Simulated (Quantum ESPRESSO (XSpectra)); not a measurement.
Ga K-edge X-ray absorption spectrum (XANES) of GaN (P6₃mc)

```
CELL_PARAMETERS angstrom
      3.18893     0.00000     0.00000
     -1.59446     2.76169     0.00000
      0.00000     0.00000     5.19236
ATOMIC_POSITIONS crystal
  Ga 0.66667 0.33333 0.49908
  Ga 0.33333 0.66667 0.99908
  N  0.66667 0.33333 0.87592
  N  0.33333 0.66667 0.37592
```

Geometry: Materials Project entry mp-804 (a computed structure). The cell is the entry's, not relaxed again.

Absorber: atom 1, Ga on Wyckoff site b (site symmetry 3m.), with 3 N at 1.95 Å, 1 N at 1.96 Å.

Method: LDA, full core hole, dipole K-edge X-ray absorption, plane waves, Troullier-Martins potentials made with ld1.x, scalar-relativistic, no spin, constant broadening (Quantum ESPRESSO (XSpectra)).

32-atom cell (absorber images 7.6 Å apart), 65 Ry, k meshes 2×2×2 (SCF) and 3×3×3 (spectrum), Lorentzian half width 1.5 eV. The ground-state test found a gap, so occupations are fixed and the excited electron is left out (charged cell on a uniform background); energies count from the highest occupied level. Field directions run: x; z, weighted by the site's symmetry in the crystal. Intensities are scaled to a mean of 1 over 0–35 eV.

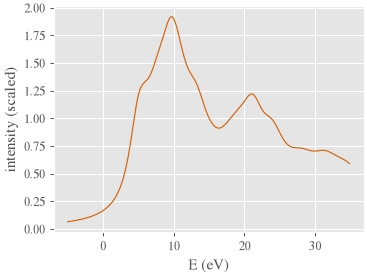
The computed spectrum

The absolute edge energy is not computed.
